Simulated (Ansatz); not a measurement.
```yaml
atoms:
  - { symbol: Si, position_ang: [-0.7200, 2.0763, -1.1092] }
  - { symbol: Al, position_ang: [-0.0331, -0.0258, -0.0332] }
  - { symbol: Si, position_ang: [1.7054, 0.0976, 1.7032] }
  - { symbol: Si, position_ang: [-1.0104, -2.2035, -0.6197] }
  - { symbol: H, position_ang: [-1.7710, 1.9014, -2.1507] }
  - { symbol: H, position_ang: [-1.2485, 3.0300, -0.0900] }
  - { symbol: H, position_ang: [0.4524, 2.7350, -1.7565] }
  - { symbol: H, position_ang: [2.0696, -1.2264, 2.2818] }
  - { symbol: H, position_ang: [2.9515, 0.7064, 1.1517] }
  - { symbol: H, position_ang: [1.2538, 0.9706, 2.8265] }
  - { symbol: H, position_ang: [0.0564, -3.1360, -1.0886] }
  - { symbol: H, position_ang: [-1.6358, -2.8266, 0.5839] }
  - { symbol: H, position_ang: [-2.0501, -2.1335, -1.6845] }
```

Geometry: PBE0-D4/def2-TZVP.

Computed with Ansatz 0.2.0, RKS PBE0-D4/def2-TZVPP.

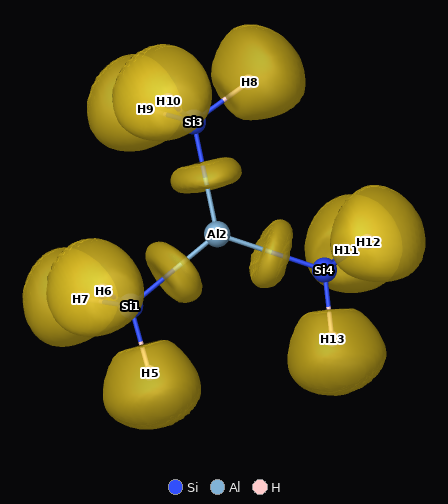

AlH$_{9}$Si$_{3}$ (SMILES [SiH3][Al]([SiH3])[SiH3]). Isosurface of the ELF at 0.9 (yellow), seen at a tilt. Core shells and regions of very low density are left out.

### Describe the localisation domains.

The ELF exceeds this value in three regions between bonded Al–Si atoms (shared pairs) and nine regions around hydrogen nuclei. Profiles from the grid: Al–Si (2.46 Å): the ELF peaks at about 1 between the atoms: a shared electron pair. Si–H (1.49 Å): the ELF climbs to about 1 towards the hydrogen, as it does in any bond to H.
